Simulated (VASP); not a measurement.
Energy against volume of InSb (zinc blende). Calculation: revPBE GGA, VASP's PBE PAW potentials (set 64) (plane waves; VASP 6.6.1).

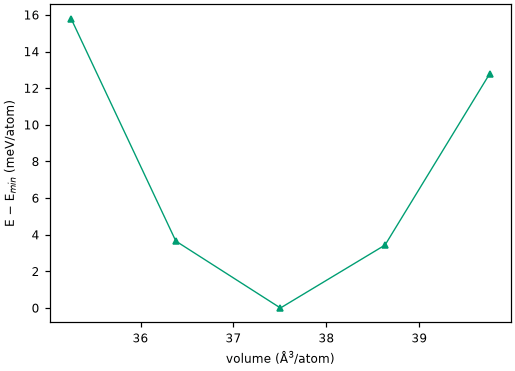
Figure: Energy against volume

Task: Estimate the equilibrium volume and the bulk modulus.

Result: The minimum lies near 37.5 Å³/atom, and the curvature gives B0 of about 34 GPa.

Measured: bulk modulus 46.1 GPa at 0 K (computed value off by -27.1 %), as given by Daniel Mejia-Rodriguez et al., Physical Review B (2018), arXiv:1807.09216 [0 K value with the zero-point phonon effect removed]; a 6.468 Å at 0 K (computed value off by +3.5 %), as given by Daniel Mejia-Rodriguez et al., Physical Review B (2018), arXiv:1807.09216 [static lattice: zero-point anharmonic expansion removed].

The compound is InSb in the zinc blende structure. It was relaxed first, which changed the volume by +10 %.
